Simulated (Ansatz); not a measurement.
# 1x4x4 LiF rock-salt block (Li₈F₈): single points with varied inputs, part 2 of 2

Ansatz 0.2.0, Gaussian basis; the settings change from run to run. Earlier steps stand in the parts before.

## 5. HF/x2c-TZVPPall

Set apart from the defaults: atoms shaken by 0.15 Å.

in.yaml reads:

```yaml
crystal:
  periodic: [false, false, false]
  atoms:
    - {symbol: Li, position_ang: [0.093000, -2.417052, -2.621600]}
    - {symbol: F, position_ang: [-0.293941, -2.699405, -1.143932]}
    - {symbol: Li, position_ang: [0.072782, -2.595089, 0.892472]}
    - {symbol: F, position_ang: [-0.296269, -2.684003, 2.551562]}
    - {symbol: F, position_ang: [0.098360, -1.163751, -2.553606]}
    - {symbol: Li, position_ang: [-0.005178, -0.801717, -0.849145]}
    - {symbol: F, position_ang: [0.591002, -0.721322, 0.830962]}
    - {symbol: Li, position_ang: [0.052069, -0.740921, 2.642833]}
    - {symbol: Li, position_ang: [-0.182624, 0.891929, -2.486940]}
    - {symbol: F, position_ang: [-0.650184, 0.721533, -0.925816]}
    - {symbol: Li, position_ang: [0.025996, 1.003532, 0.909128]}
    - {symbol: F, position_ang: [-0.275973, 0.505765, 2.535377]}
    - {symbol: F, position_ang: [0.189507, 2.542789, -2.553302]}
    - {symbol: Li, position_ang: [-0.452753, 2.687344, -0.905359]}
    - {symbol: F, position_ang: [0.244790, 2.604134, 1.103899]}
    - {symbol: Li, position_ang: [0.180673, 2.615880, 2.800798]}
basis:
  gaussian: {orbitals: x2c-TZVPPall}
hamiltonian: {xc: {name: HF}}
scf: {omitted_lower_state_checks: [starts]}
output: {forces: true}
```

Run with:

```sh
$ ansatz run in.yaml --threads 4 --pin off --events-out ev --progress --plain --max-ram 8704MiB
```

The program printed, cut to the lines that bear on the results:

```text
Functional definition: HF
  name "HF"
  cite "Fock, Z. Phys. 61, 126 (1930) doi:10.1007/BF01340294"
  parent pbe
[...]
2864 factors; their error is unknown
[...]
mean field -23319.32617113 eV, -856.9694303821 hartree, gradient 6.5e-6 eV, S^2 0.000000; 0 other end points of the search recorded, 0 dependent functions left out
[...]
reference -23319.32617113 eV, -856.9694303821 hartree; 48, 48 occupied and 352, 352 virtual orbitals, 2864 factors
Total energy: -23319.32617113 eV, -856.9694303821 hartree
Relativity: scalar
Atom 0 at     0.093000    -2.417052    -2.621600 Å, force     0.082479   -12.709195    -1.758145 eV/Å
Atom 1 at    -0.293941    -2.699405    -1.143932 Å, force    -0.466780    -1.860786     3.899380 eV/Å
Atom 2 at     0.072782    -2.595089     0.892472 Å, force    -0.158481    -0.000546    -0.405736 eV/Å
[...]
Atom 7 at     0.052069    -0.740921     2.642833 Å, force     2.586954   -11.676104     0.483263 eV/Å
Atom 8 at    -0.182624     0.891929    -2.486940 Å, force     0.436121    -0.547055    -1.438290 eV/Å
Atom 9 at    -0.650184     0.721533    -0.925816 Å, force    -0.915160     1.721312     1.531847 eV/Å
Atom 10 at     0.025996     1.003532     0.909128 Å, force    -0.134660    -1.804961    -0.641879 eV/Å
Atom 11 at    -0.275973     0.505765     2.535377 Å, force    -3.202795    12.332874     1.288883 eV/Å
Atom 12 at     0.189507     2.542789    -2.553302 Å, force    -0.291595     0.410730     0.382994 eV/Å
Atom 13 at    -0.452753     2.687344    -0.905359 Å, force     0.595585    -0.296579    -0.155388 eV/Å
Atom 14 at     0.244790     2.604134     1.103899 Å, force    -0.095132     1.843303    -0.483550 eV/Å
Atom 15 at     0.180673     2.615880     2.800798 Å, force    -0.228833    -0.966571    -0.313357 eV/Å
Dipole moment:     0.128715     1.463432     0.511565 e Å
Checks for a lower state left out: starts
```

Run time: 15 s. Hardware: 4 threads of Intel Xeon Platinum 8259CL at 2.50GHz, shared host; peak memory 1.6 GiB.

Largest force 15.580 eV/Å, dipole 7.47 D.

## 6. wB97X-V/def2-SVP

in.yaml reads:

```yaml
crystal:
  periodic: [false, false, false]
  atoms:
    - {symbol: Li, position_ang: [0.100505, -2.566098, -2.507604]}
    - {symbol: F, position_ang: [-0.246953, -2.800961, -0.850968]}
    - {symbol: Li, position_ang: [0.190604, -2.674606, 0.889099]}
    - {symbol: F, position_ang: [-0.239686, -2.593288, 2.540494]}
    - {symbol: F, position_ang: [0.155513, -0.867976, -2.678309]}
    - {symbol: Li, position_ang: [-0.239652, -0.906860, -0.835203]}
    - {symbol: F, position_ang: [0.651996, -0.856595, 0.769389]}
    - {symbol: Li, position_ang: [0.061099, -0.912001, 2.575561]}
    - {symbol: Li, position_ang: [-0.058175, 0.912462, -2.574748]}
    - {symbol: F, position_ang: [-0.661538, 0.857963, -0.772458]}
    - {symbol: Li, position_ang: [0.228029, 0.906451, 0.833521]}
    - {symbol: F, position_ang: [-0.154253, 0.868233, 2.679196]}
    - {symbol: F, position_ang: [0.248097, 2.592513, -2.537883]}
    - {symbol: Li, position_ang: [-0.192057, 2.675307, -0.889323]}
    - {symbol: F, position_ang: [0.245691, 2.799507, 0.849946]}
    - {symbol: Li, position_ang: [-0.089221, 2.565958, 2.509309]}
basis:
  gaussian: {orbitals: def2-SVP}
hamiltonian: {xc: {name: wB97X-V}}
scf: {omitted_lower_state_checks: [starts]}
```

Launched as before.

The program printed, cut to the lines that bear on the results:

```text
Functional definition: wB97X-V
  name "wB97X-V"
  cite "Mardirossian & Head-Gordon, Phys. Chem. Chem. Phys. 16, 9904 (2014) doi:10.1039/C3CP54374A"
  cite "Becke, J. Chem. Phys. 107, 8554 (1997) doi:10.1063/1.475007"
  cite "Vydrov & Van Voorhis, J. Chem. Phys. 133, 244103 (2010) doi:10.1063/1.3521275"
[...]
      + integral(e_c_pw_opposite_spin*poly(b97_u_opposite, cos0, cos1)) + vv10(b, c)
[...]
2040 factors; integrals over basis functions are off by at most 3.1e-4 eV
584 factors; integrals over basis functions are off by at most 2.5e-5 eV
[...]
mean field -23375.33981352 eV, -859.0278937724 hartree, gradient 5.7e-6 eV, S^2 0.000000; 0 other end points of the search recorded, 0 dependent functions left out
reference -23375.33980713 eV, -859.0278935377 hartree; 48, 48 occupied and 136, 136 virtual orbitals, 2040 factors
Total energy: -23375.33980713 eV, -859.0278935377 hartree
Checks for a lower state left out: starts
```

Run time: 18 s. Hardware: 4 threads of Intel Xeon Platinum 8259CL at 2.50GHz, shared host; peak memory 1.1 GiB.

## 7. revPBE0/x2c-TZVPPall

Set apart from the defaults: charge +1, multiplicity 2, a grid of angular degree 23, D4 dispersion.

Edit in.yaml of step 6 so:

```diff
@@ -20,4 +20,6 @@
 basis:
-  gaussian: {orbitals: def2-SVP}
-hamiltonian: {xc: {name: wB97X-V}}
+  gaussian: {orbitals: x2c-TZVPPall, final_grid: {core_spheres: 8, valence_spheres: 7, degree: 23}}
+total_charge: 1
+magnetization: {spin_polarized: true, initial_magnetization: 1}
+hamiltonian: {xc: {name: revPBE0}, dispersion: d4}
 scf: {omitted_lower_state_checks: [starts]}
```

Same command.

The program printed, cut to the lines that bear on the results:

```text
Functional definition: revPBE0
  name "revPBE0"
  cite "Zhang & Yang, Phys. Rev. Lett. 80, 890 (1998) doi:10.1103/PhysRevLett.80.890"
  cite "Adamo & Barone, J. Chem. Phys. 110, 6158 (1999) doi:10.1063/1.478522"
  cite "Perdew, Burke & Ernzerhof, Phys. Rev. Lett. 77, 3865 (1996) doi:10.1103/PhysRevLett.77.3865"
[...]
2408 factors; their error is unknown
[...]
mean field -23407.19699522 eV, -860.1986236062 hartree, gradient 2.7e-6 eV, S^2 0.756005; 0 other end points of the search recorded, 0 dependent functions left out
reference -23407.19708970 eV, -860.1986270783 hartree; 48, 47 occupied and 352, 353 virtual orbitals, 2408 factors
Total energy: -23407.68366915 eV, -860.2165085432 hartree
Relativity: scalar
Checks for a lower state left out: starts
```

Wall time 1.7 min (4 threads of Intel Xeon Platinum 8259CL at 2.50GHz, shared host); peak memory 3.6 GiB.

⟨S²⟩ 0.756.

## 8. r2SCAN50/cc-pVDZ

Options: the search for lower states set to off.

Edit in.yaml of step 7 so:

```diff
@@ -20,6 +20,5 @@
 basis:
-  gaussian: {orbitals: x2c-TZVPPall, final_grid: {core_spheres: 8, valence_spheres: 7, degree: 23}}
-total_charge: 1
-magnetization: {spin_polarized: true, initial_magnetization: 1}
-hamiltonian: {xc: {name: revPBE0}, dispersion: d4}
-scf: {omitted_lower_state_checks: [starts]}
+  gaussian: {orbitals: cc-pVDZ}
+hamiltonian: {xc: {name: r2SCAN50}}
+scf: {lower_state_search: off}
+output: {forces: true}
```

The command is unchanged.

The program printed, cut to the lines that bear on the results:

```text
Functional definition: r2SCAN50
  name "r2SCAN50"
  cite "Bursch, Neugebauer, Ehlert & Grimme, J. Chem. Phys. 156, 134105 (2022) doi:10.1063/5.0086040"
  cite "Furness, Kaplan, Ning, Perdew & Sun, J. Phys. Chem. Lett. 11, 8208 (2020) doi:10.1021/acs.jpclett.0c02405"
  cite "Furness, Kaplan, Ning, Perdew & Sun, J. Phys. Chem. Lett. 11, 9248 (2020) doi:10.1021/acs.jpclett.0c03077"
  parent r2scan
[...]
2056 factors; integrals over basis functions are off by at most 3.2e-4 eV
[...]
mean field -23388.20426514 eV, -859.5006536495 hartree, gradient 2.5e-6 eV, S^2 0.000000; 0 other end points of the search recorded, 0 dependent functions left out
[...]
reference -23388.20432688 eV, -859.5006559187 hartree; 48, 48 occupied and 176, 176 virtual orbitals, 2056 factors
Total energy: -23388.20432688 eV, -859.5006559187 hartree
[...]
Atom 8 at    -0.058175     0.912462    -2.574748 Å, force     0.011014    -0.139979    -0.112698 eV/Å
Atom 9 at    -0.661538     0.857963    -0.772458 Å, force     0.078412     0.007441    -0.031525 eV/Å
Atom 10 at     0.228029     0.906451     0.833521 Å, force    -0.022748    -0.013588    -0.036647 eV/Å
Atom 11 at    -0.154253     0.868233     2.679196 Å, force     0.053085    -0.083912     0.010034 eV/Å
Atom 12 at     0.248097     2.592513    -2.537883 Å, force     0.006015     0.091867    -0.114416 eV/Å
Atom 13 at    -0.192057     2.675307    -0.889323 Å, force    -0.004076     0.152622     0.130809 eV/Å
Atom 14 at     0.245691     2.799507     0.849946 Å, force    -0.017539    -0.033038    -0.067754 eV/Å
Atom 15 at    -0.089221     2.565958     2.509309 Å, force    -0.029253     0.142884     0.142311 eV/Å
Dipole moment:     0.002191     0.001123     0.000969 e Å
Checks for a lower state left out: stability, starts, cluster_reference, orbital_swaps, neighbouring_geometries, increment
```

Run time: 14 s. Hardware: 4 threads of Intel Xeon Platinum 8259CL at 2.50GHz, shared host; peak memory 0.79 GiB.

Largest force 0.204 eV/Å, dipole 0.01 D.

## 9. All runs side by side

| level | charge | multiplicity | geometry | functions | energy (eV) | time |
| --- | --- | --- | --- | --- | --- | --- |
| rPW86-PBE/def2-SVP | 0 | 1 | scaled | 184 | -23422.194 | 12 s |
| B3LYP5/def2-mTZVP | 0 | 1 | relaxed | 216 | -23402.358 | 8.5 s |
| PBE-QIDH/6-31G* | 1 | 2 | shaken | 240 | -23355.290 | 84 s |
| HF/x2c-TZVPPall | 0 | 1 | shaken | 400 | -23319.326 | 15 s |
| wB97X-V/def2-SVP | 0 | 1 | relaxed | 184 | -23375.340 | 18 s |
| revPBE0/x2c-TZVPPall | 1 | 2 | relaxed | 400 | -23407.684 | 1.7 min |
| r2SCAN50/cc-pVDZ | 0 | 1 | relaxed | 224 | -23388.204 | 14 s |

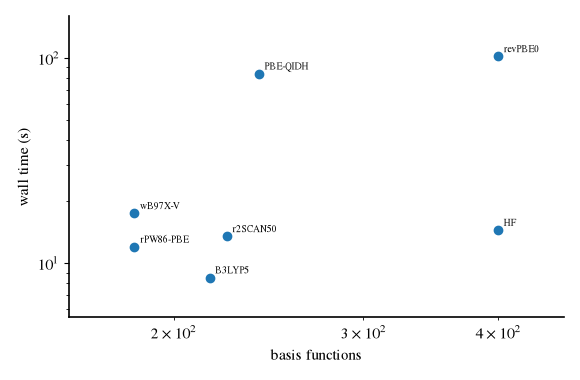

Wall time against the number of basis functions (shared host).

## 10. What came out

What follows sums up all 2 parts.

| quantity | value |
| --- | --- |
| runs | 7 |
| quickest | B3LYP5/def2-mTZVP, 8.5 s |
| slowest | revPBE0/x2c-TZVPPall, 1.7 min |
| spread of total energies, same state and geometry | 27.0 eV |
| dipole, same state and geometry | 0.01 to 0.01 D |

Run time spans a factor of 12, from B3LYP5/def2-mTZVP to revPBE0/x2c-TZVPPall. The jobs differ in tasks and options as well as level. The totals spread over 27 eV; they can't be compared across methods or bases. At the PBE0-D4/def2-SVP geometry and in the same state, runs without warnings or point charges leave forces up to 0.50 eV/Å (B3LYP5/def2-mTZVP), against 15.6 eV/Å where the atoms were moved.
